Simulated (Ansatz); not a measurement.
# NClO (SMILES O=NCl): levels of theory compared

Wanted: a comparison of 6 runs (UHF/STO-3G, B2PLYP/STO-3G, SVWN5/STO-3G, UB3LYP/STO-3G, RPA@PBE/STO-3G, UCCSD(T)/STO-3G) of NClO. 

Program for the calculation: Ansatz 0.2.0.

51 further runs of the same task are left out: 3 that didn't finish, 48 set aside as unsound or not needed.

**1. The system as given**

NClO has 3 atoms, charge 0, and is taken as a singlet. SMILES: `O=NCl`. The Cl3–N2 distance was set to 2.242 Å, away from the relaxed value.

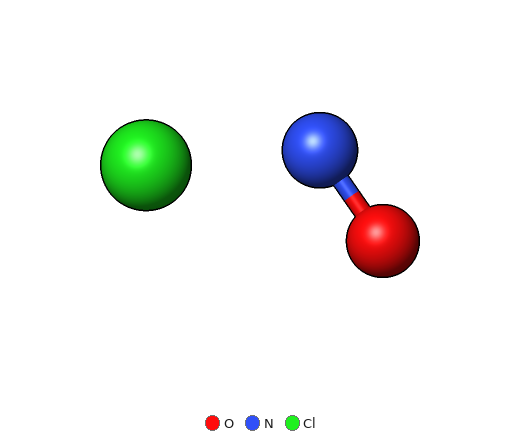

Viewed from a chosen angle; oxygen red, nitrogen blue, chlorine green.

**2. A single-point energy at UHF/STO-3G (run 1)**

Contents of molecule.yaml:

```yaml
crystal:
  periodic: [false, false, false]
  atoms:
    - {symbol: O, position_ang: [1.247257, -0.683268, 0.612783]}
    - {symbol: N, position_ang: [0.257667, -0.908618, 0.044063]}
    - {symbol: Cl, position_ang: [-1.001310, 0.877440, -0.456580]}
basis:
  gaussian:
    orbitals: STO-3G
accuracy: high
hamiltonian:
  xc: hf
magnetization:
  spin_polarized: true
```

Launch:

```sh
$ ansatz run molecule.yaml --threads 1 --pin off --max-ram 2610MiB --events-out events.jsonl --progress --plain --runs-dir runs
```

What it wrote:

```text
Warning: RAYON_NUM_THREADS=1 ignored (pool sized by the plan → 1); use --threads N
Functional definition: HF
  name "HF"
  exchange = exact_x
  correlation = 0
316 factors; integrals over basis functions are off by at most 3.2e-8 eV
mean field evaluation 1: about -15834.5778 eV, gradient 1.1e1 eV
mean field evaluation 2: about -15834.6583 eV, gradient 1.1e1 eV
mean field evaluation 4: about -15837.8579 eV, gradient 1.9e0 eV
mean field evaluation 8: about -15838.0178 eV, gradient 9.5e-2 eV
mean field evaluation 16: about -15838.0049 eV, gradient 1.9e-8 eV
mean field evaluation 32: about -15839.1672 eV, gradient 1.5e-7 eV
mean field evaluation 64: about -15838.2460 eV, gradient 4.8e0 eV
mean field evaluation 96: about -15839.1040 eV, gradient 1.0e0 eV
mean field evaluation 128: about -15837.1562 eV, gradient 9.6e0 eV
mean field evaluation 160: about -15838.0167 eV, gradient 3.7e-1 eV
mean field evaluation 192: about -15837.1407 eV, gradient 2.7e0 eV
mean field evaluation 224: about -15828.9104 eV, gradient 1.5e1 eV
mean field evaluation 256: about -15838.6301 eV, gradient 1.1e0 eV
mean field evaluation 288: about -15838.0046 eV, gradient 1.9e-1 eV
mean field -15839.16718370 eV, -582.0786578278 hartree, gradient 1.4e-8 eV, S^2 1.016264; 7 other end points of the search recorded, 0 dependent functions left out
reference -15839.16718370 eV, -582.0786578278 hartree; 16, 16 occupied and 3, 3 virtual orbitals, 316 factors
Total energy: -15839.16718370 eV, -582.0786578278 hartree
```

Wall time 0.5 s (1 thread of Arm Neoverse V1, shared host).

**3. The energy at B2PLYP/STO-3G (run 2)**

Contents of job.yaml:

```yaml
crystal:
  periodic: [false, false, false]
  atoms:
    - {symbol: O, position_ang: [1.247257, -0.683268, 0.612783]}
    - {symbol: "N", position_ang: [0.257667, -0.908618, 0.044063]}
    - {symbol: Cl, position_ang: [-1.001310, 0.877440, -0.456580]}
basis:
  gaussian: {orbitals: STO-3G}
hamiltonian: {xc: {name: B2PLYP}}
accuracy: high
total_charge: 0
correlation: {frozen_orbitals: {Cl: 5, "N": 1, O: 1}}
magnetization: {spin_polarized: false}
```

Launch:

```sh
$ ansatz run job.yaml --threads 1 --pin off --max-ram 2610MiB --events-out events.jsonl --progress --plain --runs-dir runs
```

What it wrote, cut to the lines that bear on the results:

```text
Warning: RAYON_NUM_THREADS=1 ignored (pool sized by the plan → 1); use --threads N
Functional definition: B2PLYP
  name "B2PLYP"
[...]
316 factors; integrals over basis functions are off by at most 3.2e-8 eV
[...]
mean field -15862.04461374 eV, -582.9193878748 hartree, gradient 6.2e-8 eV, S^2 0.000000; 0 other end points of the search recorded, 0 dependent functions left out; unrestricted orbitals would lower it
7 core orbitals not correlated: weight in the atoms' cores, before any rotation towards them, 1.000 or more for the frozen orbitals, at most 0.000 for the correlated occupied ones
reference -15862.04462721 eV, -582.9193883701 hartree; 9, 9 occupied and 3, 3 virtual orbitals, 316 factors
second order -7.11826114 eV of doubles, -0.00000000 eV of singles
Total energy: -15863.96655772 eV, -582.9900180135 hartree
```

Run time: 1 s. Hardware: 1 thread of Arm Neoverse V1, shared host.

Runs 3 to 5 aren't shown in full; the table further down has their settings and results.

**4. The energy at UCCSD(T)/STO-3G (run 6)**

Contents of input.yaml:

```yaml
crystal:
  periodic: [false, false, false]
  atoms:
    - {symbol: O, position_ang: [1.247257, -0.683268, 0.612783]}
    - {symbol: "N", position_ang: [0.257667, -0.908618, 0.044063]}
    - {symbol: Cl, position_ang: [-1.001310, 0.877440, -0.456580]}
basis:
  gaussian: {orbitals: STO-3G}
magnetization: {spin_polarized: true, initial_magnetization: 0}
correlation: {method: ccsd_t, frozen_orbitals: {Cl: 5, "N": 1, O: 1}}
accuracy: high
scf: {omitted_lower_state_checks: [cluster_reference, increment]}
```

Launch:

```sh
$ ansatz run input.yaml --threads 1 --pin off --max-ram 2610MiB --events-out events.jsonl --progress --plain --runs-dir runs
```

What it wrote:

```text
Warning: RAYON_NUM_THREADS=1 ignored (pool sized by the plan → 1); use --threads N
[... 19 lines left out ...]
7 core orbitals not correlated: weight in the atoms' cores, before any rotation towards them, 1.000 or more for the frozen orbitals, at most 0.000 for the correlated occupied ones
[... 41 lines left out ...]
Total energy: -15843.49941153 eV, -582.2378642643 hartree
Checks for a lower state left out: cluster_reference, increment
```

Run time: 1.1 s. Hardware: 1 thread of Arm Neoverse V1, shared host.

**5. The series**

```csv
run,level,frozen core orbitals,energy (Eh),wall time
1,UHF/STO-3G,–,-582.078658,0.5 s
2,B2PLYP/STO-3G,7,-582.990018,1 s
3,SVWN5/STO-3G,–,-580.823503,0.99 s
4,UB3LYP/STO-3G,–,-583.302081,1.6 s
5,RPA@PBE/STO-3G,7,-582.316802,2.5 s
6,UCCSD(T)/STO-3G,7,-582.237864,1.1 s
```

**6. Summary of results**

```
                                          quantity          value
                               run 6: total energy  -582.23786 Eh
run 6: correlation energy (7 core orbitals frozen)     -159.2 mEh
                             run 6: (T) correction      -6.53 mEh
          run 6: ⟨S²⟩ of the reference determinant          1.016
                              run 6: T1 diagnostic          0.083
```

What this shows: Totals of different functionals can't be ranked against each other. In run 2 the log says that unrestricted orbitals would lower the reference, so the values rest on an unstable closed-shell determinant (other closed-shell runs at this shape may share the fault). In runs 1, 2, 3, 4, 5, 6 the basis is minimal, so the values are rough. Spin contamination of the reference: run 1 ⟨S²⟩ = 1.02, run 6 ⟨S²⟩ = 1.02. Where it is this large, the reference is a mixture of spin states, and values that rest on it are in doubt. All runs together took 7.7 s, the longest 2.5 s.
